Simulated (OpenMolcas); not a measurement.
**CSSe (charge +1): single-point calculation (part 2 of 2)**

The same run, continued: CSSe, charge +1, multiplicity 2; PBE0/cc-pVTZ, UKS (OpenMolcas 26.06). The geometry is that of the parent species in another charge or spin state. The geometry comes from this level: PBE0-D4/def2-TZVP.

Geometry of the input (Å):
```
S  1.1404  -0.9922  0.5057
C  0.0352  -0.0306  0.0156
Se -1.1756  1.0229  -0.5213
```

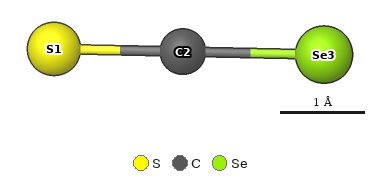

Figure 1. The input geometry (ball-and-stick view, seen at a tilt; atoms are numbered from 1 in the order of the input).

## The program's output, continued
```
 *****************************************************************************************************************************
 *                                             SCF/KS-DFT Program, Final results                                             *
 *                                                       Final Results                                                       *
 *****************************************************************************************************************************

::    Total KS-DFT energy                           -2837.0923069774
      One-electron energy                           -4387.4176049078
      Two-electron energy                            1364.7219514814
      Nuclear repulsion energy                        185.6033464490
      Kinetic energy (interpolated)                  2832.8951789541
      Virial theorem                                    1.0014815684
      Total spin, S(S+1)                                0.7916236410
      Total spin, S                                     0.5205996478
      Max non-diagonal density matrix element           0.0000001759
      Max non-diagonal Fock matrix element              0.0000000083

      All orbitals with orbital energies smaller than  E(LUMO)+0.5 are printed

++    Molecular orbitals:
      -------------------

      Title: UKS-DFT orbitals (alpha)

      Molecular orbitals for symmetry species 1: a

          Orbital            1         2         3         4         5         6         7         8         9        10
          Energy         -454.5912  -89.3649  -58.5348  -52.5473  -52.5446  -52.5429  -10.5930   -8.3201   -8.2013   -6.2597
          Occ. No.          1.0000    1.0000    1.0000    1.0000    1.0000    1.0000    1.0000    1.0000    1.0000    1.0000

          Orbital           11        12        13        14        15        16        17        18        19        20
          Energy           -6.2536   -6.2498   -6.1290   -6.1232   -6.1160   -2.4546   -2.4531   -2.4470   -2.4433   -2.4428
          Occ. No.          1.0000    1.0000    1.0000    1.0000    1.0000    1.0000    1.0000    1.0000    1.0000    1.0000

          Orbital           21        22        23        24        25        26        27        28        29        30
          Energy           -1.1230   -1.0351   -0.7740   -0.6813   -0.6475   -0.6323   -0.5538   -0.5227   -0.3195   -0.3081
          Occ. No.          1.0000    1.0000    1.0000    1.0000    1.0000    1.0000    1.0000    1.0000    0.0000    0.0000

          Orbital           31        32        33        34        35        36        37        38        39        40
          Energy           -0.1959   -0.0972   -0.0537    0.0155    0.0226    0.0287    0.0519    0.0530    0.0541    0.0583
          Occ. No.          0.0000    0.0000    0.0000    0.0000    0.0000    0.0000    0.0000    0.0000    0.0000    0.0000

          Orbital           41        42        43        44        45        46        47
          Energy            0.0653    0.1023    0.1032    0.1442    0.1597    0.1725    0.1793
          Occ. No.          0.0000    0.0000    0.0000    0.0000    0.0000    0.0000    0.0000

--

      All orbitals with orbital energies smaller than  E(LUMO)+0.5 are printed

++    Molecular orbitals:
      -------------------

      Title: UKS-DFT orbitals (beta)

      Molecular orbitals for symmetry species 1: a

          Orbital            1         2         3         4         5         6         7         8         9        10
          Energy         -454.5895  -89.3618  -58.5340  -52.5440  -52.5436  -52.5422  -10.5975   -8.3169   -8.1985   -6.2518
          Occ. No.          1.0000    1.0000    1.0000    1.0000    1.0000    1.0000    1.0000    1.0000    1.0000    1.0000

          Orbital           11        12        13        14        15        16        17        18        19        20
          Energy           -6.2488   -6.2478   -6.1221   -6.1212   -6.1147   -2.4502   -2.4488   -2.4426   -2.4426   -2.4410
          Occ. No.          1.0000    1.0000    1.0000    1.0000    1.0000    1.0000    1.0000    1.0000    1.0000    1.0000

          Orbital           21        22        23        24        25        26        27        28        29        30
          Energy           -1.1152   -1.0098   -0.7609   -0.6715   -0.6319   -0.6223   -0.5107   -0.4323   -0.3089   -0.2960
          Occ. No.          1.0000    1.0000    1.0000    1.0000    1.0000    1.0000    1.0000    0.0000    0.0000    0.0000

          Orbital           31        32        33        34        35        36        37
          Energy           -0.1881   -0.0882   -0.0483    0.0327    0.0330    0.0367    0.0618
          Occ. No.          0.0000    0.0000    0.0000    0.0000    0.0000    0.0000    0.0000

--

++    Molecular charges:
      ------------------

      Mulliken charges per centre and basis function type
      ---------------------------------------------------

                            S1                      C2                      SE3
                     alpha        beta       alpha        beta       alpha        beta
      1s           2.9600      2.9478      1.6187      1.6363      3.9394      3.9313
      2px          1.6378      1.4422      0.4040      0.4958      2.6334      2.3501
      2pz          1.7181      1.6978      0.4191      0.4621      2.7501      2.7151
      2py          1.6708      1.3791      0.3899      0.5145      2.6807      2.2620
      3d2+         0.0125      0.0177      0.0217      0.0012      1.0102      1.0117
      3d1+         0.0098      0.0105      0.0126      0.0118      1.0078      1.0080
      3d0          0.0069      0.0075      0.0088      0.0095      1.0055      1.0058
      3d1-         0.0079      0.0082      0.0103      0.0102      1.0063      1.0063
      3d2-         0.0172      0.0158      0.0096      0.0089      1.0145      1.0122
      4f3+         0.0007      0.0017      0.0014      0.0012      0.0008      0.0021
      4f2+         0.0003      0.0005      0.0005      0.0005      0.0005      0.0006
      4f1+         0.0008      0.0007      0.0008      0.0008      0.0011      0.0009
      4f0          0.0007      0.0005      0.0004      0.0005      0.0010      0.0007
      4f1-         0.0005      0.0005      0.0006      0.0006      0.0008      0.0007
      4f2-         0.0008      0.0012      0.0011      0.0009      0.0011      0.0018
      4f3-         0.0007      0.0014      0.0011      0.0010      0.0009      0.0020
      Total        8.0453      7.5332      2.9005      3.1557     17.0541     16.3111
      Total             15.5785                  6.0562                 33.3653

      Charge            0.4215                 -0.0562                  0.6347

      Total electronic charge=   55.000000

      Total            charge=    1.000000
--

++    Molecular orbitals:
      -------------------

      Title: Natural orbitals

      Molecular orbitals for symmetry species 1: a

          Orbital            1         2         3         4         5         6         7         8         9        10
          Energy         -454.5904  -89.3634  -58.5334  -52.5454  -52.5442  -52.5425   -8.1473   -6.1817   -6.3240   -8.2820
          Occ. No.          2.0000    2.0000    2.0000    2.0000    2.0000    2.0000    2.0000    2.0000    2.0000    2.0000

          Orbital           11        12        13        14        15        16        17        18        19        20
          Energy           -6.1741   -8.2860   -8.3540   -6.1479   -6.2313   -2.4493   -2.4945   -2.4805   -2.4448   -2.4511
          Occ. No.          2.0000    2.0000    2.0000    2.0000    2.0000    2.0000    2.0000    2.0000    2.0000    2.0000

          Orbital           21        22        23        24        25        26        27        28        29        30
          Energy           -0.8406   -0.5361   -0.9169   -0.9102   -0.9330   -0.6147   -0.6317   -0.4922   -0.2899   -0.2209
          Occ. No.          1.9999    1.9999    1.9998    1.9995    1.9993    1.9990    1.9816    1.0000    0.0184    0.0010

          Orbital           31        32        33        34        35        36        37        38        39        40
          Energy            0.1425    0.1488    0.1686    0.9681    0.5720    0.6270    0.5558    0.9888    1.0938    0.8302
          Occ. No.          0.0007    0.0005    0.0002    0.0001    0.0001    0.0000    0.0000    0.0000    0.0000    0.0000

          Orbital           41        42        43        44        45        46        47        48        49        50
          Energy            1.4003    0.9788    2.6780    1.7363    1.1619    1.7971    1.1970    0.9986    3.0933    3.2127
          Occ. No.          0.0000    0.0000    0.0000    0.0000    0.0000    0.0000    0.0000    0.0000    0.0000    0.0000

          Orbital           51        52        53        54        55        56        57        58        59        60
          Energy            1.1914    1.2583    1.3162    1.0169    0.6593    0.4411    0.8680    0.3248    1.4291    0.9050
          Occ. No.          0.0000    0.0000    0.0000    0.0000    0.0000    0.0000    0.0000    0.0000    0.0000    0.0000

          Orbital           61        62        63        64        65        66        67        68        69        70
          Energy            0.9251    0.2894    0.4774    0.5207    0.3310    0.2877    0.9838    0.9912    2.2540    0.7871
          Occ. No.          0.0000    0.0000    0.0000    0.0000    0.0000    0.0000    0.0000    0.0000    0.0000    0.0000

          Orbital           71        72        73        74        75        76        77        78        79        80
          Energy            1.3368    1.3446    0.1633    0.2763    1.6835    1.6838    0.4964    3.6990    1.7212    5.6797
          Occ. No.          0.0000    0.0000    0.0000    0.0000    0.0000    0.0000    0.0000    0.0000    0.0000    0.0000

          Orbital           81        82        83        84        85        86        87        88        89        90
          Energy            0.9668    2.1102    3.0223    2.5156    3.3044    0.2697    2.7798    2.6723    2.3188    2.9431
          Occ. No.          0.0000    0.0000    0.0000    0.0000    0.0000    0.0000    0.0000    0.0000    0.0000    0.0000

          Orbital           91        92        93        94        95        96
          Energy            1.8440    3.3713    2.2213    1.2454    1.2666    2.7213
          Occ. No.          0.0000    0.0000    0.0000    0.0000    0.0000    0.0000

--

++    Molecular properties:
      ---------------------

      Charge (e):
                      =    1.0000
      Dipole Moment (debye):
      Origin of the operator (angstrom)=   -0.4606    0.4008   -0.2042
                   X=  1.5112E+00               Y= -1.3149E+00               Z=  6.7010E-01           Total=  2.1123E+00
      Center of Charge (angstrom)
                     X=   -0.14598224               Y=    0.12701878               Z=   -0.06473662
      Quadrupole Moment (debye*angstrom):
      Origin of the operator (angstrom)=   -0.4606    0.4008   -0.2042
                  XX= -2.2537E+01              XY= -7.1829E+00              XZ=  4.4496E+00              YY= -2.4375E+01
                  YZ= -3.5425E+00              ZZ= -3.1300E+01
      In traceless form (debye*angstrom)
                  XX=  5.3006E+00              XY= -1.0774E+01              XZ=  6.6745E+00              YY=  2.5440E+00
                  YZ= -5.3138E+00              ZZ= -7.8445E+00
--

--- Stop Module: scf /rc=_RC_ALL_IS_WELL_ ---
--- Module scf spent 51 seconds ---

.##################.
.# Happy landing! #.
.##################.

    Timing: Wall=55.76 User=50.29 System=5.39
```

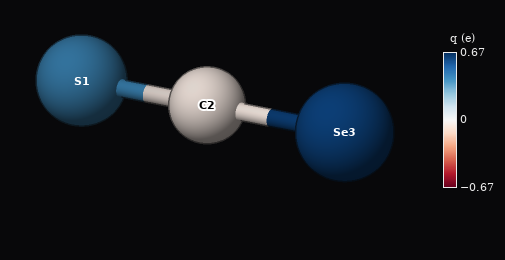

Figure 2. Mulliken charges, as the colour of each atom (ball-and-stick view, seen at a tilt; atoms are numbered from 1 in the order of the input). By element: S +0.42, C −0.06 and Se +0.63 e.

## Key numbers

```json
{"quantity": "outcome", "value": "converged"}
{"quantity": "total energy", "value": "−2837.092307 hartree"}
{"quantity": "basis functions", "value": "107"}
{"quantity": "⟨S²⟩", "value": "0.792"}
{"quantity": "wall time", "value": "56 s"}
{"quantity": "peak memory", "value": "0.62 GiB"}
```
